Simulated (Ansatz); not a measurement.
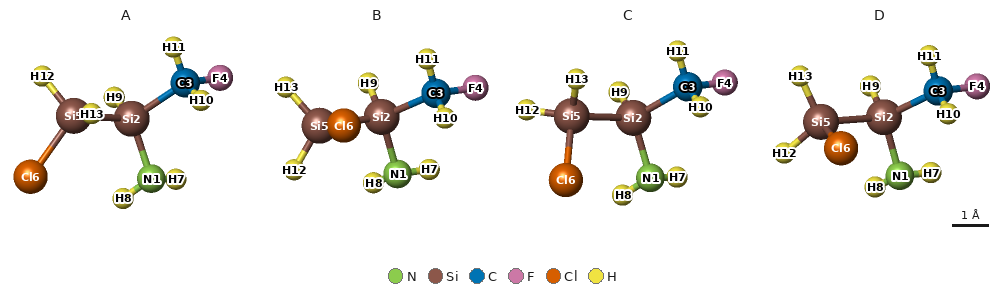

4 geometries from a converged minimum-energy path of CH₇ClFNSi₂, shuffled. The picture is a ball-and-stick view, seen at a tilt.

Level of theory: RKS r2SCAN-D4/STO-3G in Ansatz. Settings: 5 movable images; climbing image; force threshold 0.05 eV/Å; iteration limit 60; starting path by image-dependent pair potential.

> One of them is the converged climbing image. Which?

C. In order along the path, whose images run from 0 to 6: A (image 1, +1.2 kJ/mol), C (image 3, +6.1 kJ/mol), D (image 5, +2.9 kJ/mol), B (image 6, +2.3 kJ/mol). The motion is a rotation about the Si2–Si5 bond by about 160°. No bond forms or breaks between the ends. Bond angles that change up to the highest image, for instance: Si2–Si5–Cl6 109.5° → 111.6°.

Limits of the set-up: STO-3G is a minimal basis, so the numbers are rough.

The run took 2.6 min on 1 thread of Arm Neoverse V1 (shared host), peak memory 0.14 GiB.
